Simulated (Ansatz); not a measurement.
# AlB6 (doublet): what the fields show

```yaml
atoms:
  - { symbol: Al, position_ang: [0.2651, 0.4392, -1.5521] }
  - { symbol: B, position_ang: [-1.4126, 0.4348, 0.4863] }
  - { symbol: B, position_ang: [1.5614, 0.6918, 0.0661] }
  - { symbol: B, position_ang: [1.2264, -0.7434, 0.6045] }
  - { symbol: B, position_ang: [-0.3188, -0.9966, 0.3158] }
  - { symbol: B, position_ang: [-1.4394, -0.4899, -0.7810] }
  - { symbol: B, position_ang: [0.1179, 0.6641, 0.8604] }
```

Geometry: r2SCAN-D4/def2-SVP; ⟨S²⟩ = 0.81, above the pure value of 0.75; not at a stationary point (largest force 0.6 eV/Å).

All numbers below come from UKS PBE0-D4/def2-TZVP in Ansatz.

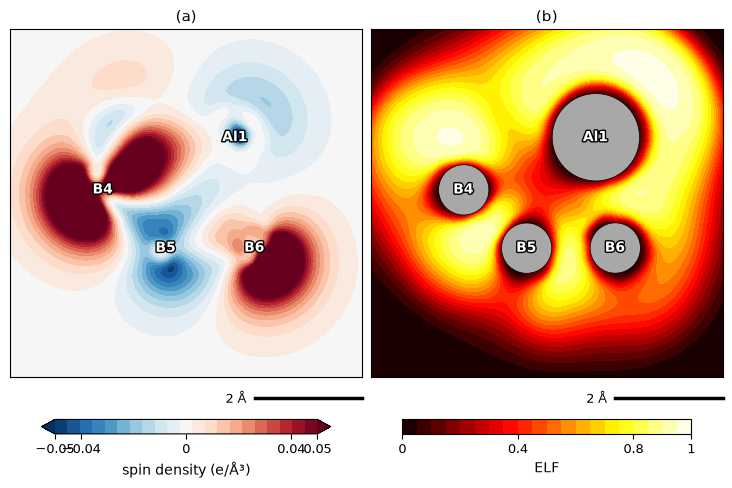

Figure 1. (a) spin density; (b) electron localisation function on the plane of atoms Al1, B5 and B4. Grey discs cover the atomic cores in the ELF map.

> What do the fields say about this system?

Atoms in the plane: Al and B.
B–B (1.59 Å): the ELF peaks at about 0.90 between the atoms: localised, covalent bonding.
Al–B (2.09 Å): the ELF peaks at about 0.75 in the valence shell of B, 0.9 Å from its nucleus, and is about 0.70 at the midpoint.
B–B (1.65 Å): the ELF peaks at about 0.85 between the atoms (a covalent bond).
The unpaired spin (1 electron) lies mostly on B3 (about 0.3), B6 (about 0.3), B4 (about 0.3) and B2 (about 0.3), in electrons by Hirshfeld's partition.

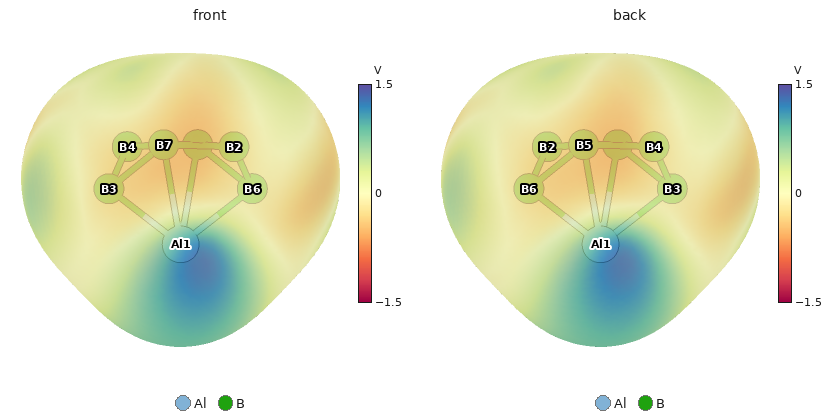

Figure 2. The molecular electrostatic potential painted on the density surface at 0.001 e/bohr³, seen from the front and from behind; the colour scale runs from red (negative) to blue (positive).

> Where is the surface potential most negative and most positive?

The most negative region (about −0.5 V) lies over B2, the most positive (about +1.3 V) over Al1.

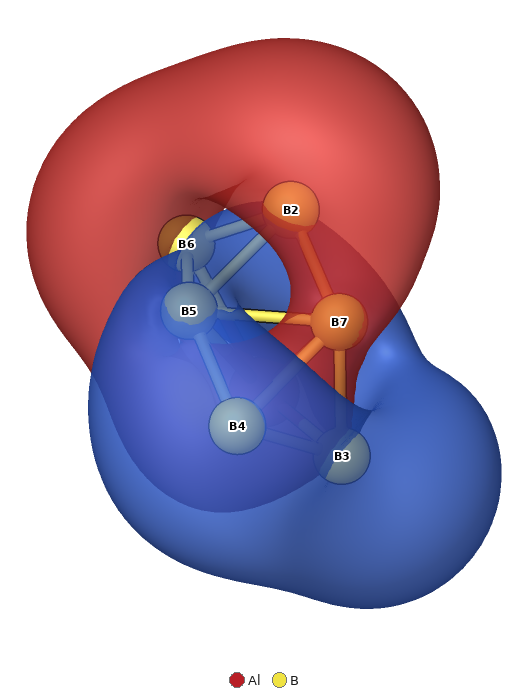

Figure 3. The LUMO (β) at ±0.05 Å⁻³ᐟ² (red and blue are the two phases), seen at an oblique angle.

> Where does this orbital lie, and at what energy?

It lies mainly on B2 (about 20 %), B4 (about 20 %), B3 (about 20 %), B6 (about 20 %), Al1 (about 10 %), B5 (about 5 %) and B7 (about 5 %). Its energy is −3.91 eV.
